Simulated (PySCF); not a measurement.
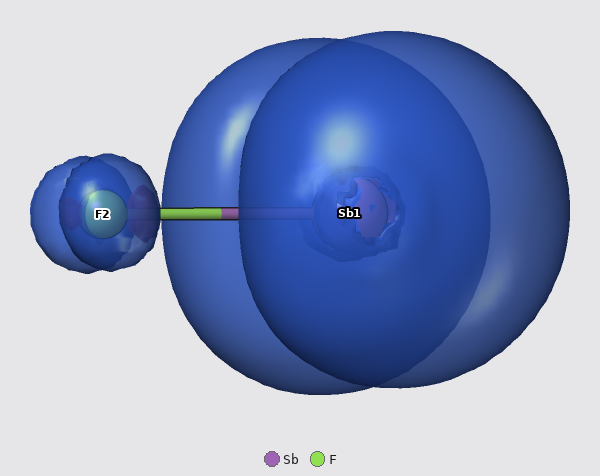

Figure. SbF (charge −1, doublet). Isosurfaces of the spin density at +0.015 (blue) and −0.015 e/Å³ (red), seen from one side.

Core potentials replace the inner electrons of Sb.

These are results of PySCF, PBE0/aug-cc-pVDZ(-PP), non-relativistic Hamiltonian with scalar-relativistic core potentials where named, at a bond length of 2.043 Å, not measurements.

Question: Where is the unpaired spin?

Answer: The unpaired spin (1 electron) lies mostly on Sb1 (about 1.0), in electrons by Hirshfeld's partition.
